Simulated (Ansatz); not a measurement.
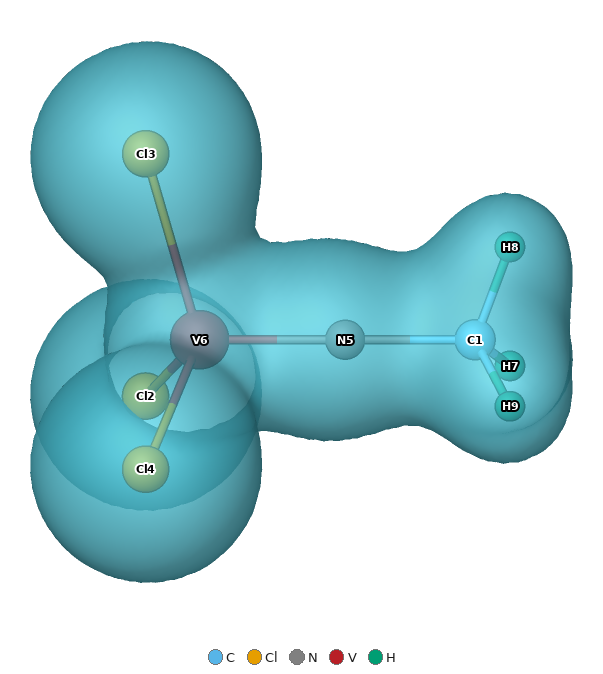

The picture shows: CH3Cl3NV. Isosurface of the electron density at 0.2 e/Å³ (cyan), seen from one side.

Geometry: PBE0-D4/def2-SVP.

All numbers below come from isolated molecule in a Gaussian basis; Kohn-Sham density functional theory, functional PBE0 in Ansatz.

```xyz
9

C    -3.1044   -0.8724    0.6769
Cl   -1.0042   -1.4383   -2.8303
Cl    0.9093   -0.2504   -0.0476
Cl   -1.3360    1.9584   -1.7491
N    -2.0685   -0.4931   -0.1988
V    -0.9077   -0.0679   -1.1789
H    -3.6322   -1.7550    0.2775
H    -2.6884   -1.1222    1.6677
H    -3.8253   -0.0449    0.7896
```

### What does this surface tell about the bonding?

At this value the surface is in one piece. It bridges the sampled C–N (1.41 Å), V–N (1.58 Å), V–Cl (2.15 Å) and C–H (1.10 Å) contacts, where the density stays above the isovalue. On the grid the lowest density along these lines, outside the cores, is 1.9 e/Å³ (C–N, 1.41 Å), 1.8 e/Å³ (V–N, 1.58 Å), 0.68 e/Å³ (V–Cl, 2.15 Å) and 1.8 e/Å³ (C–H, 1.10 Å).
